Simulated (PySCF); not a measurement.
| atom | x (Å) | y (Å) | z (Å) |
| --- | --- | --- | --- |
| C | -1.2693 | -0.0755 | -0.1405 |
| C | 0.0839 | -0.4344 | 0.3355 |
| C | 1.4146 | 0.0080 | -0.0293 |
| O | 0.8241 | 0.2574 | 1.2488 |
| H | -1.5391 | -0.7056 | -0.9846 |
| H | -1.3106 | 0.9734 | -0.4574 |
| H | -1.9932 | -0.2182 | 0.6590 |
| H | 1.5673 | 0.8985 | -0.6326 |
| H | 2.2359 | -0.6976 | -0.0241 |

Geometry: GFN2-xTB.

Computed with PySCF 2.14.0, density-fitted response routines, UKS B3LYP, pcH-1 on C H O, non-relativistic, mean-field spin-orbit, GIAO.

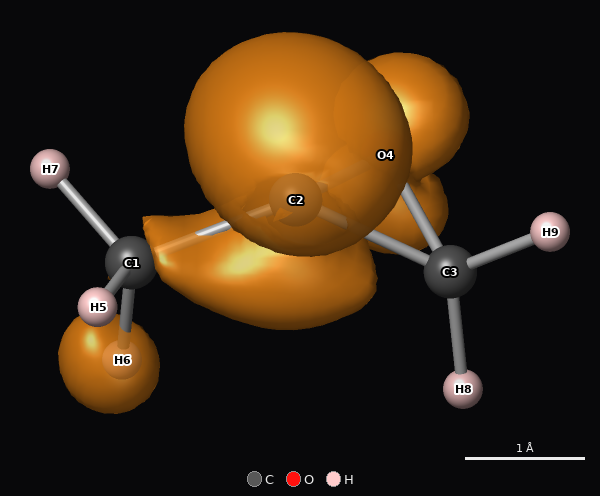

C₃H₅O (SMILES C[C]1CO1) (doublet). Isosurface of the spin density at +0.03 e/Å³ (orange), seen at a tilt.

### Where is the unpaired spin?

The unpaired spin (1 electron) lies mostly on C2 (about 0.6), O4 (about 0.2) and C1 (about 0.1), in electrons by Hirshfeld's partition.
